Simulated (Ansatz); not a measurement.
**MgSi (P4/mmm): relaxing the cell for a phonon run**

Wanted: the relaxed cell of MgSi (P4/mmm).

Program: Ansatz 0.2.0. Level of theory: DFT PBEsol, scalar-relativistic, plane waves, norm-conserving pseudopotentials. Results are calculated unless marked as measured.

**1. Starting point**

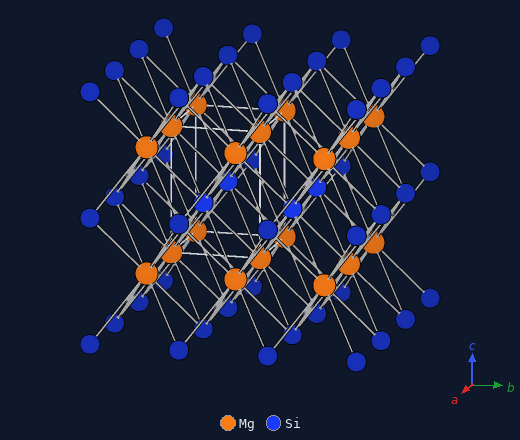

The cell as given, slightly off an axis (magnesium orange, silicon blue). 2×2×1 cells are drawn. Some periodic images of atoms are drawn too.

**2. A coarse first look**

A quick single point on a coarse mesh tells whether the cell has a gap and how far it is from rest, which sets the k mesh and smearing that follow.

input.yaml reads:

```yaml
crystal:
  lattice:
    - [2.908394, 0.0, 0.0]
    - [0.0, 2.908394, 0.0]
    - [0.0, 0.0, 4.103427]
  atoms:
    - { symbol: Mg, position: [0.0, 0.0, 0.0] }
    - { symbol: Si, position: [0.5, 0.5, 0.5] }
kpoints:
  mp_grid: { grid: [6, 6, 4] }
hamiltonian:
  xc: pbesol
  pseudopotentials: { kind: nc }
scf:
  occupations: { method: gaussian, width: 0.1 }
output:
  forces: true
  stress: true
  eigenvalues: true
```

On the command line:

```
$ ansatz run input.yaml --threads 4 --pin off --max-ram 7168MiB --backend cpu --events-out ev --progress --plain --runs-dir out
```

Numbers of over 12 decimals in the logs are rounded to 6 here.

What it wrote:

```text
Engine: ansatz 0.2.0, aarch64-unknown-linux-gnu
Pseudopotentials: kind: nc
Pseudopotential: Mg, nc, valence charge 10, recommended cutoff 1142.878222 eV (normal), Mg.nc.azcp (PseudoDojo's, or run here from an input of PseudoDojo's: the run reads no file of this project's for it)
[...]
--- Band table (eV; the first three rows and the last of 30) ---
  k-point 0: bands = [... 3 lower, -34.5062, -2.9821, 5.4584, 7.3057, 12.6084, 12.6084, 13.7148, 16.6040]
  k-point 1: bands = [... 3 lower, -34.5062, -2.5771, 2.7932, 11.0403, 12.8270, 12.8270, 14.1844, 16.9941]
  k-point 2: bands = [... 3 lower, -34.5062, -1.9689, 1.1851, 13.0954, 13.0954, 15.0215, 15.8947, 16.7321]
  k-point 29: bands = [... 3 lower, -34.5023, 4.8849, 5.9522, 5.9522, 7.7013, 9.4977, 9.4977, 9.5428]
[key lines of the parts left out:]
SCF converged after 6 iterations
Free energy (F): -1728.814736 eV
Fermi energy:    8.359915 eV
P = ⅓ Tr σ = -0.5647 GPa (-5.647 kbar)
```

The job ended after 0.59 s (4 threads of Arm Neoverse V2, shared host; peak memory 0.33 GiB).

This step gave:

```yaml
pressure: -0.5647 GPa
volume_per_atom: 17.35 Å³
gap_on_the_k_mesh: 0 eV
```

The coarse mesh shows no gap and a pressure of -0.6 GPa.

**3. Relaxation**

Harmonic phonons are second derivatives at a point where the forces vanish, and they are wanted at zero stress, so atoms and cell are relaxed first.

input.yaml: that of step 2 with these lines changed.

```diff
@@ -9,3 +9,3 @@
 kpoints:
-  mp_grid: { grid: [6, 6, 4] }
+  mp_grid: { grid: [14, 14, 10] }
 hamiltonian:
@@ -19 +19,6 @@
   eigenvalues: true
+relax:
+  adjacent_minimum: "off"
+  f_tol: 0.005
+  max_steps: 80
+  cell: { stress_tol: 0.05 }
```

What it wrote:

```text
[...]
Crystal: 2 atoms, lattice volume = 34.710 Å³
Basis set: ecut = 1142.878222 eV, 2995 PW (Γ), exchange–correlation on 72×72×96 points (8 copies of the dense FFT grid, shifted against one another)
Bands: 11, of which v1, the nominal top of the filled ones, is band 7 counted from 1 (6 counted from 0)
Symmetry: 16 space group operations
[...]
k-points: 216 of 1960
[...]
SCF iter   1: F=—  HF=-1728.825777 eV  |F-HF|=—  |Δ(HF+E_count)|=         —  Δρ=2.22e-2  dr2=1.23e-1  ethr=3.10e-3  ⟨swp⟩=5.8  Hψ=16125  notcnv=0
[...]
SCF iter   6: F=-1728.804089 eV  HF=-1728.804089 eV  |F-HF|=4.95e-9  |Δ(HF+E_count)|=   7.54e-8  Δρ=2.19e-5  dr2=4.64e-8  ethr=7.14e-10  ⟨swp⟩=7.4  Hψ=12807  notcnv=0
SCF 1 converged in 6 iterations: F = -1728.804089 eV  dr2 = 4.64e-8
relax step   1: F+E_penalty+E_count = -1728.80408928 eV  Δ(F+E_penalty+E_count) = +0.000e0 eV  max|allowed force component| = 5.670e-31 eV/Å  Δτ_max = 0.0000 Å  P = -1.458 GPa  Ω = 34.710 Å³  (6 SCF iters, dr2 threshold 1.00e-7 eV, accepted)
Crystal: 2 atoms, lattice volume = 33.721 Å³
Basis set: ecut = 1142.878222 eV, 2961 PW (Γ), exchange–correlation on 72×72×96 points (8 copies of the dense FFT grid, shifted against one another)
[...]
iter 1 solved again at ethr=2.27e-6 eV; its pass at ethr=3.10e-3 eV (dr2=3.18e-4 eV) is discarded
[...]
SCF iter   4: F=-1728.817662 eV  HF=-1728.817662 eV  |F-HF|=2.82e-8  |Δ(HF+E_count)|=   2.34e-7  Δρ=2.80e-5  dr2=9.66e-8  ethr=1.43e-9  ⟨swp⟩=4.9  Hψ=12712  notcnv=0
SCF 2 converged in 4 iterations: F = -1728.817662 eV  dr2 = 9.66e-8
relax step   2: F+E_penalty+E_count = -1728.81766191 eV  Δ(F+E_penalty+E_count) = -1.357e-2 eV  max|allowed force component| = 2.219e-31 eV/Å  Δτ_max = 0.0000 Å  P = +0.961 GPa  Ω = 33.721 Å³  energy of the carried Pulay correction = +1.283e-4 eV  (4 SCF iters, dr2 threshold 2.00e-7 eV, accepted)
Crystal: 2 atoms, lattice volume = 34.161 Å³
Basis set: ecut = 1142.878222 eV, 2977 PW (Γ), exchange–correlation on 72×72×96 points (8 copies of the dense FFT grid, shifted against one another)
[...]
SCF iter   4: F=-1728.819312 eV  HF=-1728.819312 eV  |F-HF|=1.11e-9  |Δ(HF+E_count)|=   4.65e-8  Δρ=5.34e-6  dr2=5.51e-9  ethr=1.43e-9  ⟨swp⟩=6.3  Hψ=10429  notcnv=0
SCF 3 converged in 4 iterations: F = -1728.819312 eV  dr2 = 5.51e-9
relax step   3: F+E_penalty+E_count = -1728.81931163 eV  Δ(F+E_penalty+E_count) = -1.650e-3 eV  max|allowed force component| = 0.000e0 eV/Å  Δτ_max = 0.0000 Å  P = -0.051 GPa  Ω = 34.161 Å³  energy of the carried Pulay correction = +6.993e-5 eV  (4 SCF iters, dr2 threshold 2.00e-7 eV, accepted)
[...]
relax step   4: F+E_penalty+E_count = -1728.81934577 eV  Δ(F+E_penalty+E_count) = -3.415e-5 eV  max|allowed force component| = 5.325e-30 eV/Å  Δτ_max = 0.0000 Å  P = -0.024 GPa  Ω = 34.136 Å³  energy of the carried Pulay correction = +7.323e-5 eV  (3 SCF iters, dr2 threshold 2.28e-8 eV, accepted)
[...]
relax step   5: F+E_penalty+E_count = -1728.81936754 eV  Δ(F+E_penalty+E_count) = -2.177e-5 eV  max|allowed force component| = 1.381e-30 eV/Å  Δτ_max = 0.0000 Å  P = +0.002 GPa  Ω = 34.105 Å³  energy of the carried Pulay correction = +7.751e-5 eV  (4 SCF iters, dr2 threshold 7.00e-9 eV, accepted)
Basis set: ecut = 1142.878222 eV, 2977 PW (Γ), exchange–correlation on 72×72×90 points (8 copies of the dense FFT grid, shifted against one another)
[...]
SCF iter   1: F=—  HF=-1728.819555 eV  |F-HF|=—  |Δ(HF+E_count)|=         —  Δρ=1.88e-5  dr2=3.88e-9  ethr=9.60e-8  ⟨swp⟩=3.9  Hψ=23956  notcnv=0
eigensolver tolerance schedule: the retry pair's looser diagonalisation over-reported the residual by 3462.58 of it (diagonalisation noise at 0.12 of the residual, at the tolerance the schedule requests for it); recorded, not acted on — ethr = c·dr2/N_el stays at c = 1.0e-1
[...]
SCF iter   2: F=—  HF=-1728.819346 eV  |F-HF|=—  |Δ(HF+E_count)|=   2.09e-4  Δρ=1.07e-5  dr2=1.27e-9  ethr=2.77e-11  ⟨swp⟩=2.6  Hψ=4316  notcnv=0
[...]
SCF iter   4: F=-1728.819346 eV  HF=-1728.819346 eV  |F-HF|=5.46e-12  |Δ(HF+E_count)|=  6.59e-12  Δρ=5.94e-7  dr2=1.03e-11  ethr=1.00e-12  ⟨swp⟩=7.2  Hψ=12246  notcnv=0
SCF 6 converged in 4 iterations: F = -1728.819346 eV  dr2 = 1.03e-11
relax step   6: F+E_penalty+E_count = -1728.81934581 eV  Δ(F+E_penalty+E_count) = +2.173e-5 eV  max|allowed force component| = 1.775e-30 eV/Å  Δτ_max = 0.0000 Å  P = +0.001 GPa  Ω = 34.105 Å³  stress off target by 1.53e-2 GPa  SCF on the basis re-selected at this cell (its energy is not comparable with the rows above)  (4 SCF iters)
basis re-selected at this cell: Δ(F+E_penalty+E_count) = +2.173e-5 eV, ΔP = -0.001 GPa vs the last step (what re-selecting the basis moved, of the pressure what is left beyond the Pulay correction that the steps carried, after the strain that the cell walked since its last selection, with what the two solves' SCF thresholds leave and, on support functions, any second-order correction that the steps lacked; it is no measure of the basis error at this ecutwfc). The dense FFT grid was sized anew with the basis: this SCF ran on 36×36×45 points, the steps before it on 36×36×48, so part of this shift can come from that change (see relax.cell in the input reference). [rest of the remark cut]
SCF converged after 4 iterations
Free energy (F): -1728.819346 eV
[...]
Internal energy: -1728.815566 eV  (E = F + TS)
E sigma→0 (E₀):  -1728.817456 eV
Entropy (-TS):   -0.003780 eV (-1.890 meV/atom)
Fermi energy:    8.404669 eV
[...]
--- Stress (GPa, compression-positive) ---
        0.009383       0.000000       0.000000
        0.000000       0.009383       0.000000
        0.000000       0.000000      -0.015323
  P = ⅓ Tr σ = 0.0011 GPa (0.011 kbar)
--- Band table (eV; the first three rows and the last of 216) ---
  k-point 0: bands = [... 3 lower, -34.3009, -2.8678, 5.9689, 7.9841, 12.5025, 12.5025, 13.6496, 16.4939]
  k-point 1: bands = [... 3 lower, -34.3010, -2.7916, 5.0602, 9.0676, 12.5477, 12.5477, 13.7343, 16.5679]
  k-point 2: bands = [... 3 lower, -34.3011, -2.5715, 3.7381, 10.9196, 12.6740, 12.6740, 13.9840, 16.7810]
  k-point 215: bands = [... 3 lower, -34.2931, 4.9904, 6.0987, 6.0987, 7.6574, 9.5739, 9.5739, 9.6505]
--- Relaxed structure (5 steps of the walk, 5 accepted, 1 SCFs on fresh bases) ---
  F+E_penalty+E_count = -1728.81934581 eV   max|allowed force component| = 1.775e-30 eV/Å   (the final SCF, on the basis selected at the relaxed cell)
  cell:  # Å, volume = 34.1052 Å³
    - [2.929749, 0, 0.0]
    - [0, 2.929749, 0.0]
    - [0.0, 0.0, 3.973381]
  atoms:
    - { symbol: Mg, position: [0, 0, 0.0] }
    - { symbol: Si, position: [0.500000, 0.500000, 0.5] }
```

It took 23 s on 4 threads; peak memory 0.59 GiB; 92 s of CPU time.

Step by step:

```tsv
step	energy less that of the first step (eV)	largest force component (eV/Å)	pressure (GPa)	volume (Å³)
1	0.0000	0.0000	-1.46	34.71
2	-0.0136	0.0000	0.96	33.72
3	-0.0152	0.0000	-0.05	34.16
4	-0.0153	0.0000	-0.02	34.14
5	-0.0153	0.0000	0.00	34.11
6*	-0.0153	0.0000	0.00	34.11
```

Relaxation steps marked * repeat the geometry before them on a plane-wave basis chosen anew for their cell, so energy and pressure can jump there.

Forces are held to the 16 operations that the run works with; a distortion that breaks them can't arise in this run.

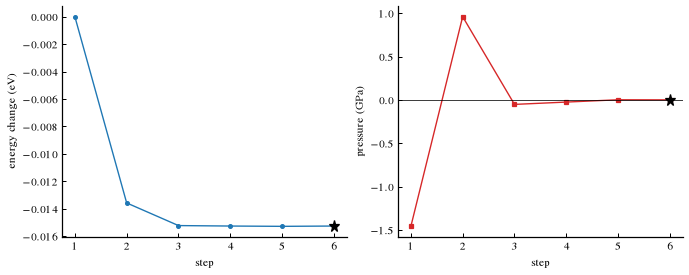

Energy and pressure along the relaxation. Stars mark steps on a basis chosen anew.

```tsv
conventional cell, symmetrised	before	after	change
a (Å)	2.908	2.930	+0.7 %
b (Å)	2.908	2.930	+0.7 %
c (Å)	4.103	3.973	-3.2 %
volume (Å³/atom)	17.35	17.05	-1.7 %
```

The relaxed structure:

```
Mg Si
1.0
     2.92975    0.00000    0.00000
     0.00000    2.92975    0.00000
     0.00000    0.00000    3.97338
Mg Si
1 1
Direct
  0.00000 0.00000 0.00000
  0.50000 0.50000 0.50000
```

This step gave:

* pressure: 0.001147 GPa
* volume per atom: 17.05 Å³

In this step the volume went from 17.35 to 17.05 Å³/atom.

**4. Relaxing to small forces for the phonons**

Phonons need a cell at rest on their own settings, so the relaxation is repeated with tight tolerances on forces and stress, using the mesh and the filling of the phonon run that follows.

input.yaml, the sections that differ from step 3:

```yaml
crystal:
  lattice:
    - [2.9297493252, 0.0, 0.0]
    - [0.0, 2.9297493252, 0.0]
    - [0.0, 0.0, 3.9733811054]
  atoms:
    - { symbol: Mg, position: [0.0, 0.0, 0.0] }
    - { symbol: Si, position: [0.5, 0.5, 0.5] }
kpoints:
  mp_grid: { grid: [16, 16, 12] }
scf:
  occupations: { method: methfessel_paxton, width: 0.15 }
relax:
  adjacent_minimum: "off"
  f_tol: 0.001
  max_steps: 60
  cell: { stress_tol: 0.01 }
# hamiltonian, output: as in step 3
```

What it wrote:

```text
[...]
Crystal: 2 atoms, lattice volume = 34.105 Å³
Basis set: ecut = 1142.878222 eV, 2977 PW (Γ), exchange–correlation on 72×72×90 points (8 copies of the dense FFT grid, shifted against one another)
Bands: 11, of which v1, the nominal top of the filled ones, is band 7 counted from 1 (6 counted from 0)
Symmetry: 16 space group operations
[...]
k-points: 315 of 3072
[...]
k-point 314: bands = [... 3 lower, -34.3125, 4.9408, 6.0807, 6.0807, 7.6104, 9.5400, 9.5400, 9.6220]
--- Relaxed structure (4 steps of the walk, 4 accepted, 1 SCFs on fresh bases) ---
[...]
cell:  # Å, volume = 34.1599 Å³
    - [2.937916, 0, 0.0]
    - [0, 2.937916, 0.0]
    - [0.0, 0.0, 3.957659]
  atoms:
    - { symbol: Mg, position: [0, 0, 0.0] }
    - { symbol: Si, position: [0.5, 0.5, 0.5] }
[key lines of the parts left out:]
SCF converged after 5 iterations
Free energy (F): -1728.814688 eV
Fermi energy:    8.385785 eV
P = ⅓ Tr σ = 0.0013 GPa (0.013 kbar)
```

It took 27 s on 4 threads; peak memory 0.7 GiB; 1.8 min of CPU time.

Relaxation path:

```tsv
step	energy less that of the first step (eV)	largest force component (eV/Å)	pressure (GPa)	volume (Å³)
1	0.0000	0.0000	0.03	34.11
2	-0.0002	0.0000	0.04	34.13
3	-0.0002	0.0000	-0.01	34.16
4	-0.0002	0.0000	0.00	34.16
5*	-0.0002	0.0000	0.00	34.16
```

Relaxation steps marked * repeat the geometry before them on a plane-wave basis chosen anew for their cell, so energy and pressure can jump there.

Forces are held to the 16 operations that the run works with; a distortion that breaks them can't arise in this run.

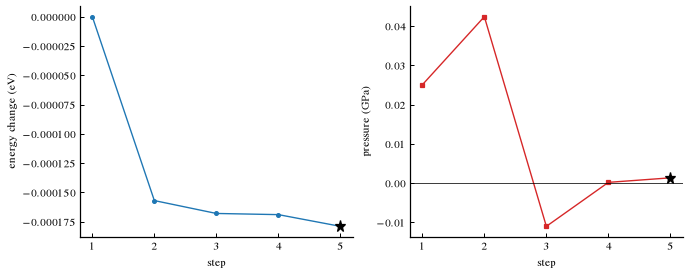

Energy and pressure along the relaxation. Stars mark steps on a basis chosen anew.

```tsv
conventional cell, symmetrised	before	after	change
a (Å)	2.930	2.938	+0.3 %
b (Å)	2.930	2.938	+0.3 %
c (Å)	3.973	3.958	-0.4 %
volume (Å³/atom)	17.05	17.08	+0.2 %
```

The relaxed structure:

```cif
data_structure
_symmetry_space_group_name_H-M 'P 1'
_symmetry_Int_Tables_number 1
_cell_length_a 2.9379
_cell_length_b 2.9379
_cell_length_c 3.9577
_cell_angle_alpha 90.000
_cell_angle_beta 90.000
_cell_angle_gamma 90.000
_cell_volume 34.16
loop_
_atom_site_label
_atom_site_type_symbol
_atom_site_fract_x
_atom_site_fract_y
_atom_site_fract_z
_atom_site_occupancy
Mg1 Mg 0.00000 0.00000 0.00000 1
Si2 Si 0.50000 0.50000 0.50000 1
```

Numbers from this step:

* pressure: 0.001326 GPa
* volume per atom: 17.08 Å³

The forces vanish by symmetry and the pressure is 0.001 GPa, within the tolerances set. The cell now holds 17.08 Å³/atom.

**5. What came out**

```json
{"space group after relaxation (within 0.01 Å)": "P4/mmm", "lattice constant a": "2.938 Å", "lattice constant b": "2.938 Å", "lattice constant c": "3.958 Å", "volume per atom": "17.1 Å³"}
```

**Reading.** The forces vanish by symmetry and the pressure is 0.001 GPa, within the tolerances set. The cell now holds 17.08 Å³/atom. The relaxation keeps the symmetry of its start, so it says nothing on stability against lower symmetry.

[Logs are printed without paths, hosts, clocks, repeated set-up lines and the standing remarks that a program may print on its own settings, such as how far it seeks lower states.]

[Hosts, paths, dates, database ids (printed as entryN), source tags and the programs' standing remarks are cut or masked in the printed files.]
